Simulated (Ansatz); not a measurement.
**AlH5N (doublet): density, localisation and related maps**

The calculation's input:

```
crystal:
  periodic: [false, false, false]
  atoms:
    - { symbol: Al, position_ang: [0.013864, -0.029451, 0.726091] }
    - { symbol: H, position_ang: [0.587376, -1.429532, 1.366625] }
    - { symbol: H, position_ang: [1.147531, 0.728213, -0.173085] }
    - { symbol: H, position_ang: [-1.430932, -0.026239, 0.053143] }
    - { symbol: "N", position_ang: [-0.139187, 0.372896, 2.530834] }
    - { symbol: H, position_ang: [-0.802359, -0.165446, 3.111191] }
    - { symbol: H, position_ang: [0.623707, 0.54956, 3.2052] }
magnetization:
  spin_polarized: true
  initial_magnetization: 1
basis:
  gaussian: { orbitals: def2-SVP }
hamiltonian:
  xc: { name: BHLYP }
  dispersion: d4
relax:
  f_tol: 0.03
  max_steps: 50
output:
  orbitals: {}
```

Command:

```sh
ansatz run input.yaml --threads 1 --pin off --max-ram 2048MiB --backend cpu --events-out ev --progress --plain --runs-dir out
```

The fields are those of the run's last geometry, not of the input's.

Level of theory: Ansatz 0.2.0, UKS BHLYP-D4/def2-SVP.

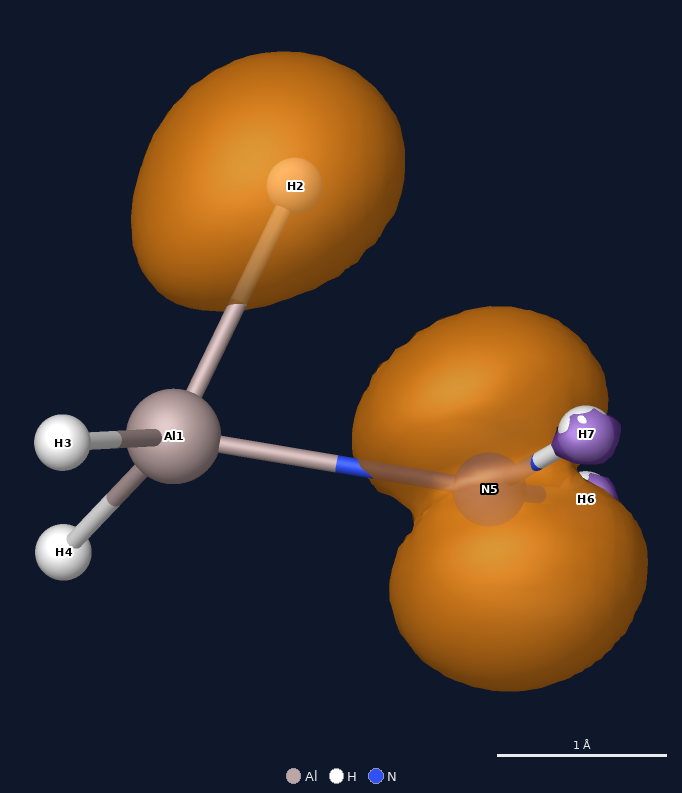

Figure 1. Isosurfaces of the spin density at +0.04 (orange) and −0.04 e/Å³ (purple), seen from one side.

> Describe the spin distribution.

The unpaired spin (1 electron) lies mostly on N5 (about 0.6) and H2 (about 0.3), in electrons by Hirshfeld's partition.

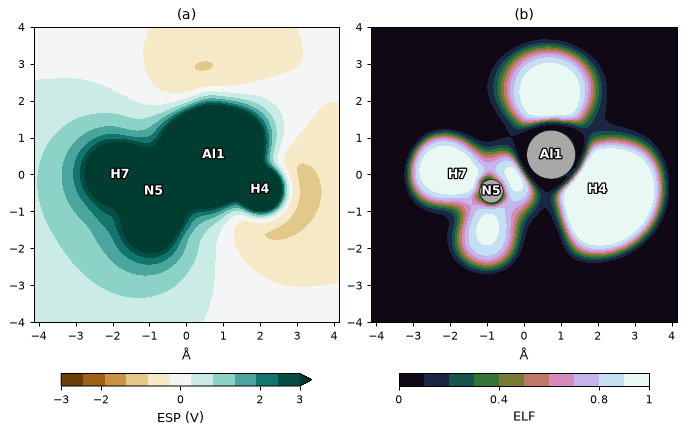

Figure 2. (a) molecular electrostatic potential; (b) electron localisation function on the plane of atoms Al1, N5 and H7. Grey discs cover the atomic cores in the ELF map.

> Interpret the plot.

- The plane passes through Al, H and N nuclei.
- Al–N (1.90 Å): the ELF peaks at about 0.95 in the valence shell of N, 0.7 Å from its nucleus, and is about 0.65 at the midpoint.
- N–H (1.01 Å): the ELF climbs to about 1 towards the hydrogen, as it does in any bond to H; an ordinary covalent bond to hydrogen.
- Al–H (1.58 Å): the ELF climbs to about 1 towards the hydrogen.
- Outside the dense part of the molecule the potential is most negative (−0.9 V) near H4.

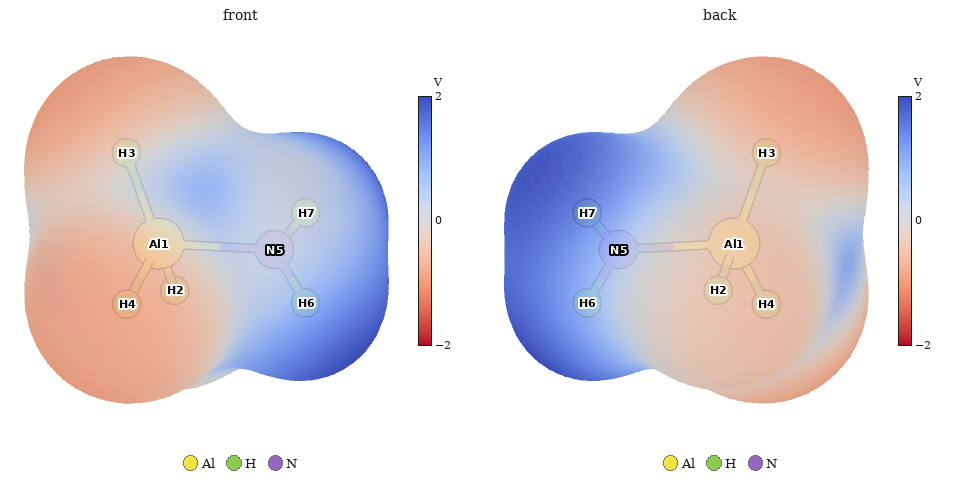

Figure 3. The electrostatic potential painted on the density surface at 0.001 e/bohr³, seen from the front and from behind; red is negative and blue positive.

> Which sites attract a positive test charge, and which a negative one?

A positive charge is drawn to the negative regions and a negative charge to the positive ones. The most negative region (about −0.9 V, or −21 kcal/mol for a unit charge) lies over H3 and H4, the most positive (about +1.9 V, or +44 kcal/mol for a unit charge) over H6 and H7.
